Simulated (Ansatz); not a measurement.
# BSi+ (triplet): PBE-QIDH, RPA-PBE over a scan of the distance Si1–B2, cc-pVDZ, part 2 of 2

Ansatz 0.2.0, Gaussian basis; cc-pVDZ, all electrons in the functionals, frozen cores in the correlation of double hybrids and RPA. The steps go on from the part before.

## (17) RPA-PBE, 2.517 Å

in.yaml

```yaml
crystal:
  periodic: [false, false, false]
  atoms:
    - {symbol: Si, position_ang: [0.000000, 0.000000, 0.000000]}
    - {symbol: B, position_ang: [0.000000, 0.000000, 2.517000]}
basis:
  gaussian: {orbitals: cc-pVDZ}
total_charge: 1
magnetization: {spin_polarized: true, initial_magnetization: 2}
hamiltonian: {xc: {name: PBE}}
correlation: {method: rpa, electrons: outside_noble_gas}
```

Launch:

```console
$ ansatz run in.yaml --threads 1 --pin off --events-out ev --progress --plain --max-ram 2393MiB
```

Output, shortened:

```text
Functional definition: PBE
  name "PBE"
  cite "Perdew, Burke & Ernzerhof, Phys. Rev. Lett. 77, 3865 (1996) doi:10.1103/PhysRevLett.77.3865"
  parent pbe
[...]
318 factors; integrals over basis functions are off by at most 1.5e-3 eV
[...]
mean field -8534.07445094 eV, -313.6214514685 hartree, gradient 2.9e-6 eV, S^2 2.006676; 10 other end points of the search recorded, 0 dependent functions left out
6 core orbitals not correlated: weight in the atoms' cores, before any rotation towards them, 1.000 or more for the frozen orbitals, at most 0.000 for the correlated occupied ones
reference -8520.77448144 eV, -313.1326866046 hartree; 4, 2 occupied and 22, 24 virtual orbitals, 318 factors
Total energy: -8527.12243705 eV, -313.3659696705 hartree
```

Run time: 2.7 s. Hardware: 1 thread of Arm Neoverse V1, shared host.

From the report: ⟨S²⟩ of the determinant 2.007 (pure triplet: 2.00).

From 2.095 Å: +0.163 eV.

## (18) RPA-PBE, 2.954 Å

Edit in.yaml of step 17 so:

```diff
@@ -4,3 +4,3 @@
     - {symbol: Si, position_ang: [0.000000, 0.000000, 0.000000]}
-    - {symbol: B, position_ang: [0.000000, 0.000000, 2.517000]}
+    - {symbol: B, position_ang: [0.000000, 0.000000, 2.954000]}
 basis:
```

Same command.

Output, shortened:

```text
Functional definition: PBE
  name "PBE"
  cite "Perdew, Burke & Ernzerhof, Phys. Rev. Lett. 77, 3865 (1996) doi:10.1103/PhysRevLett.77.3865"
  parent pbe
[...]
318 factors; integrals over basis functions are off by at most 1.2e-3 eV
[...]
mean field -8533.58371741 eV, -313.6034173441 hartree, gradient 9.9e-6 eV, S^2 2.007227; 12 other end points of the search recorded, 0 dependent functions left out
6 core orbitals not correlated: weight in the atoms' cores, before any rotation towards them, 1.000 or more for the frozen orbitals, at most 0.000 for the correlated occupied ones
reference -8520.30617632 eV, -313.1154767088 hartree; 4, 2 occupied and 22, 24 virtual orbitals, 318 factors
Total energy: -8526.80411316 eV, -313.3542714833 hartree
```

Run time: 4.3 s. Hardware: 1 thread of Arm Neoverse V1, shared host.

From the report: ⟨S²⟩ of the determinant 2.007 (pure triplet: 2.00).

From 2.095 Å: +0.481 eV.

## (19) RPA-PBE, 3.329 Å

Edit in.yaml of step 18 so:

```diff
@@ -4,3 +4,3 @@
     - {symbol: Si, position_ang: [0.000000, 0.000000, 0.000000]}
-    - {symbol: B, position_ang: [0.000000, 0.000000, 2.954000]}
+    - {symbol: B, position_ang: [0.000000, 0.000000, 3.329000]}
 basis:
```

Same command.

Output, shortened:

```text
Functional definition: PBE
  name "PBE"
  cite "Perdew, Burke & Ernzerhof, Phys. Rev. Lett. 77, 3865 (1996) doi:10.1103/PhysRevLett.77.3865"
  parent pbe
[...]
318 factors; integrals over basis functions are off by at most 8.3e-4 eV
[...]
mean field -8533.26588612 eV, -313.5917372594 hartree, gradient 3.6e-7 eV, S^2 2.005694; 11 other end points of the search recorded, 0 dependent functions left out
6 core orbitals not correlated: weight in the atoms' cores, before any rotation towards them, 1.000 or more for the frozen orbitals, at most 0.000 for the correlated occupied ones
reference -8520.01092877 eV, -313.1046265613 hartree; 4, 2 occupied and 22, 24 virtual orbitals, 318 factors
Total energy: -8526.61372634 eV, -313.3472748966 hartree
```

Wall time 3.8 s (1 thread of Arm Neoverse V1, shared host).

From the report: ⟨S²⟩ of the determinant 2.006 (pure triplet: 2.00).

From 2.095 Å: +0.671 eV.

## (20) RPA-PBE, 3.952 Å

Edit in.yaml of step 19 so:

```diff
@@ -4,3 +4,3 @@
     - {symbol: Si, position_ang: [0.000000, 0.000000, 0.000000]}
-    - {symbol: B, position_ang: [0.000000, 0.000000, 3.329000]}
+    - {symbol: B, position_ang: [0.000000, 0.000000, 3.952000]}
 basis:
```

The command is unchanged.

Output, shortened:

```text
Functional definition: PBE
  name "PBE"
  cite "Perdew, Burke & Ernzerhof, Phys. Rev. Lett. 77, 3865 (1996) doi:10.1103/PhysRevLett.77.3865"
  parent pbe
[...]
318 factors; integrals over basis functions are off by at most 2.8e-4 eV
[...]
mean field -8532.94808969 eV, -313.5800584562 hartree, gradient 1.7e-6 eV, S^2 2.004255; 15 other end points of the search recorded, 0 dependent functions left out
6 core orbitals not correlated: weight in the atoms' cores, before any rotation towards them, 1.000 or more for the frozen orbitals, at most 0.000 for the correlated occupied ones
reference -8519.80084275 eV, -313.0969060427 hartree; 4, 2 occupied and 22, 24 virtual orbitals, 318 factors
Total energy: -8526.46863903 eV, -313.3419430364 hartree
```

Wall time 4.9 s (1 thread of Arm Neoverse V1, shared host).

From the report: ⟨S²⟩ of the determinant 2.004 (pure triplet: 2.00).

From 2.095 Å: +0.816 eV.

## (21) RPA-PBE, 4.516 Å

Edit in.yaml of step 20 so:

```diff
@@ -4,3 +4,3 @@
     - {symbol: Si, position_ang: [0.000000, 0.000000, 0.000000]}
-    - {symbol: B, position_ang: [0.000000, 0.000000, 3.952000]}
+    - {symbol: B, position_ang: [0.000000, 0.000000, 4.516000]}
 basis:
```

The command is unchanged.

Output, shortened:

```text
Functional definition: PBE
  name "PBE"
  cite "Perdew, Burke & Ernzerhof, Phys. Rev. Lett. 77, 3865 (1996) doi:10.1103/PhysRevLett.77.3865"
  parent pbe
[...]
318 factors; integrals over basis functions are off by at most 2.9e-4 eV
[...]
mean field -8532.81554217 eV, -313.5751874246 hartree, gradient 2.8e-6 eV, S^2 2.003946; 11 other end points of the search recorded, 0 dependent functions left out
6 core orbitals not correlated: weight in the atoms' cores, before any rotation towards them, 1.000 or more for the frozen orbitals, at most 0.000 for the correlated occupied ones
reference -8519.64673706 eV, -313.0912427629 hartree; 4, 2 occupied and 22, 24 virtual orbitals, 318 factors
Total energy: -8526.48998885 eV, -313.3427276278 hartree
```

Run time: 4.8 s. Hardware: 1 thread of Arm Neoverse V1, shared host.

From the report: ⟨S²⟩ of the determinant 2.004 (pure triplet: 2.00).

From 2.095 Å: +0.795 eV.

## (22) RPA-PBE, 5.553 Å

Edit in.yaml of step 21 so:

```diff
@@ -4,3 +4,3 @@
     - {symbol: Si, position_ang: [0.000000, 0.000000, 0.000000]}
-    - {symbol: B, position_ang: [0.000000, 0.000000, 4.516000]}
+    - {symbol: B, position_ang: [0.000000, 0.000000, 5.553000]}
 basis:
```

Launched as before.

Output, shortened:

```text
Functional definition: PBE
  name "PBE"
  cite "Perdew, Burke & Ernzerhof, Phys. Rev. Lett. 77, 3865 (1996) doi:10.1103/PhysRevLett.77.3865"
  parent pbe
[...]
318 factors; integrals over basis functions are off by at most 3.8e-4 eV
[...]
mean field -8532.76482669 eV, -313.5733236652 hartree, gradient 1.5e-8 eV, S^2 2.003792; 16 other end points of the search recorded, 0 dependent functions left out
6 core orbitals not correlated: weight in the atoms' cores, before any rotation towards them, 1.000 or more for the frozen orbitals, at most 0.000 for the correlated occupied ones
reference -8519.36598373 eV, -313.0809252685 hartree; 4, 2 occupied and 22, 24 virtual orbitals, 318 factors
Total energy: -8526.70453537 eV, -313.3506120670 hartree
```

Run time: 7 s. Hardware: 1 thread of Arm Neoverse V1, shared host.

From the report: ⟨S²⟩ of the determinant 2.004 (pure triplet: 2.00).

From 2.095 Å: +0.581 eV.

## (23) RPA-PBE, 7.216 Å

Edit in.yaml of step 22 so:

```diff
@@ -4,3 +4,3 @@
     - {symbol: Si, position_ang: [0.000000, 0.000000, 0.000000]}
-    - {symbol: B, position_ang: [0.000000, 0.000000, 5.553000]}
+    - {symbol: B, position_ang: [0.000000, 0.000000, 7.216000]}
 basis:
```

Same command.

Output, shortened:

```text
Functional definition: PBE
  name "PBE"
  cite "Perdew, Burke & Ernzerhof, Phys. Rev. Lett. 77, 3865 (1996) doi:10.1103/PhysRevLett.77.3865"
  parent pbe
[...]
318 factors; integrals over basis functions are off by at most 9.6e-5 eV
[...]
mean field -8532.84675077 eV, -313.5763343195 hartree, gradient 1.0e-8 eV, S^2 2.003758; 17 other end points of the search recorded, 0 dependent functions left out
6 core orbitals not correlated: weight in the atoms' cores, before any rotation towards them, 1.000 or more for the frozen orbitals, at most 0.000 for the correlated occupied ones
reference -8519.21567386 eV, -313.0754014827 hartree; 4, 2 occupied and 22, 24 virtual orbitals, 318 factors
Total energy: -8527.12628090 eV, -313.3661109293 hartree
```

It took 12 s on 1 thread of Arm Neoverse V1, shared host.

From the report: ⟨S²⟩ of the determinant 2.004 (pure triplet: 2.00).

From 2.095 Å: +0.159 eV.

## (24) Against the wave-function levels

The yardstick is full CI for this spin, exact in this basis with these frozen cores. It comes from earlier runs at the same points. Energies in eV, counted from 2.095 Å; blanks weren't run or aren't comparable.

```csv
level,1.716 Å,1.888 Å,2.095 Å,2.301 Å,2.517 Å,2.954 Å,3.329 Å,3.952 Å,4.516 Å,5.553 Å,7.216 Å
FCI,0.783,0.192,0.000,0.037,0.224,0.663,1.003,1.462,1.768,2.082,2.195
PBE-QIDH,0.785,0.276,0.000,0.139,0.384,0.850,1.185,1.609,1.871,2.114,2.189
RPA-PBE,0.922,0.244,0.000,0.012,0.163,0.481,0.671,0.816,0.795,0.581,0.159
```

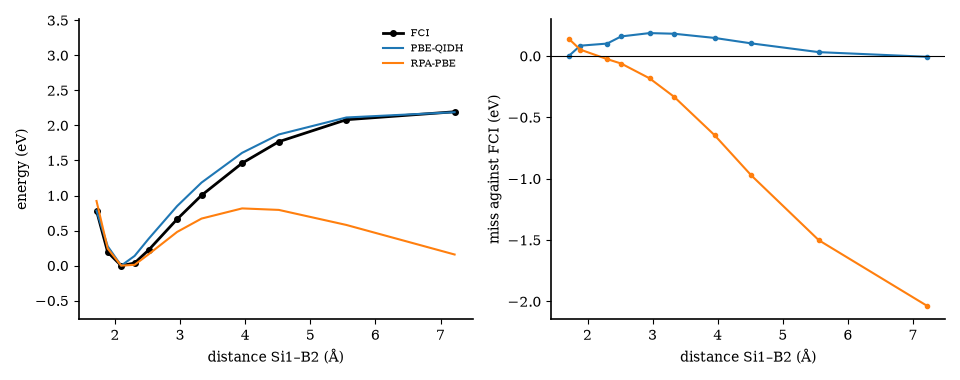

Left: the curves (the axis may cut off levels that run far away). Right: misses against FCI, in the same colours.

Largest miss and mean time a point (FCI took 24 s a point; shared hosts):

```csv
level,largest miss (eV),where,time a point
PBE-QIDH,+0.187,2.954 Å,2.9 s
RPA-PBE,-2.036,7.216 Å,4.9 s
```

## (25) Summary of results

This closing draws on all 2 parts.

| quantity | value |
| --- | --- |
| span of the FCI curve | 2.195 eV |
| largest miss, PBE-QIDH | +0.187 eV (2.954 Å) |
| largest miss, RPA-PBE | -2.036 eV (7.216 Å) |

What this shows: Of the functionals, PBE-QIDH keep the smallest largest miss at the points compared (at most 0.187 eV) and RPA-PBE strays most (2.036 eV, at 7.216 Å). PBE-QIDH clearly breaks the spin symmetry at some points (⟨S²⟩ up to 0.44 above the pure value), so energy there is bought with a mixed spin. Functionals and the yardstick converge differently with the basis, so part of each miss in cc-pVDZ is the basis.
